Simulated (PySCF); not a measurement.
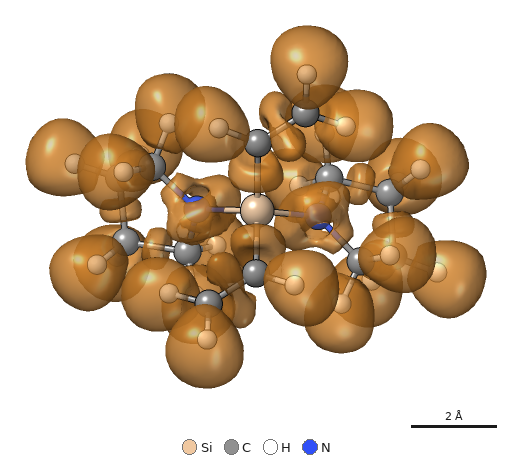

*C12H22N2Si (SMILES C=C[Si](C=C)(N1CCCC1)N1CCCC1). Isosurface of the electron localisation function at 0.75 (orange), seen from one side. Core shells and regions of very low density are left out.*

Geometry: PBE0-D3(BJ)/def2-SVP.

These are results of PBE0/pcSseg-1, SCF density, gas phase, non-relativistic in PySCF 2.14.0, not measurements.

Input file:

```
{"job": {"kind": "nmr", "xc": "PBE0", "basis": "pcSseg-1"}, "charge": 0, "multiplicity": 1}
Si     0.795993     0.018768     0.579709
C      0.801531    -0.021168     2.453187
C      0.541048     1.069996     3.182853
H      1.067278    -0.945724     2.983666
H      0.279789     2.019925     2.700601
H      0.577163     1.072304     4.278475
C      2.554128     0.080758    -0.066481
C      3.156483    -0.993546    -0.589976
H      3.136201     1.008750     0.017406
H      2.622967    -1.946899    -0.688457
H      4.196092    -0.978380    -0.938213
N     -0.008141     1.438673    -0.003610
C      0.569853     2.491265    -0.830662
C     -0.640506     3.226771    -1.401877
C     -1.680196     3.068442    -0.298190
C     -1.441737     1.637503     0.173068
H      1.217171     2.085125    -1.626226
H      1.195897     3.187690    -0.236761
H     -0.988954     2.724547    -2.319638
H     -0.421679     4.274229    -1.656811
H     -1.470181     3.775612     0.521734
H     -2.713230     3.242913    -0.633498
H     -1.751237     1.485807     1.221740
H     -2.033705     0.925131    -0.437304
N     -0.012667    -1.414584     0.037381
C     -0.483860    -2.522302     0.859387
C     -1.412811    -3.304268    -0.066605
C     -0.781599    -3.080827    -1.436008
C     -0.360871    -1.616239    -1.364276
H     -1.005694    -2.172203     1.765955
H      0.349074    -3.170270     1.200505
H     -2.422482    -2.861273    -0.044987
H     -1.505327    -4.364005     0.213733
H      0.108264    -3.722624    -1.550041
H     -1.458083    -3.294412    -2.276679
H      0.486492    -1.390943    -2.034800
H     -1.196835    -0.958145    -1.677777
```

Command:

```sh
OMP_NUM_THREADS=2 python probes_run.py task.json out
```

Where are the electrons localised?

The ELF exceeds this value in eight regions between bonded C–C atoms (shared pairs), two regions between bonded C–Si atoms (shared pairs), 22 regions around hydrogen nuclei and two regions on N in which the atom's valence shell and bonds are merged. Along the contacts the grid gives the following. C–C (1.34 Å): the ELF peaks at about 0.95 between the atoms: a short, multiple covalent bond. C–N (1.46 Å): the ELF peaks at about 0.90 between the atoms; a covalent bond.
